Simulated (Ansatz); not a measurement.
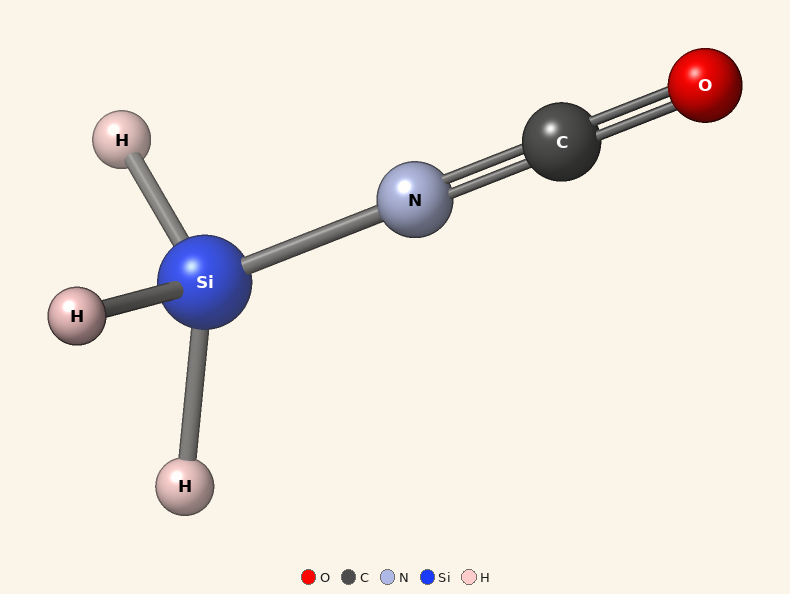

The picture comes from a calculation with Ansatz.

Orthographic view. Distant atoms are faded towards the background colour. Geometry: moved along internal coordinates away from the minimum.

Question: Write the InChI string.

Answer: InChI=1S/CH3NOSi/c3-1-2-4/h4H3
